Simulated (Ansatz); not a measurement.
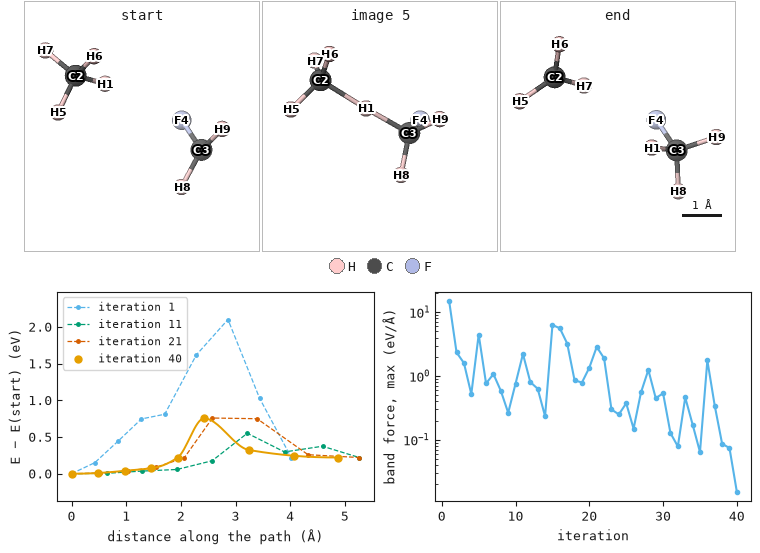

A search for the minimum-energy path of C2H6F (multiplicity 2), made up of CH$_{4}$ and CH2F by the nudged elastic band. Images are numbered from 0 (start) to 8 (end). The plot follows the band through its iterations. Style: ball-and-stick. Shown from a free direction.

These are results of Ansatz, UKS B3LYP-D4/def2-SVP, not measurements. Set-up: 7 movable images; climbing image; force threshold 0.05 eV/Å; iteration limit 60; starting path through a guess of the saddle point.

> Judge this run.

The result is final at these settings. The band converged in 40 iterations. The largest component of the band force went from 15 to 0.015 eV/Å. The climbing image converged on the top of the path. Its vibrational analysis gives one imaginary mode (1621i cm⁻¹), as a transition state must have. The first iteration put the highest image at 2.10 eV. The energy climbs by 0.75 eV to image 5 and then falls by 0.53 eV, so the end point sits at +0.22 eV.

Limits of the set-up: the start holds two separate molecules, 2.4 Å apart at their closest, whose relative position is a soft coordinate.
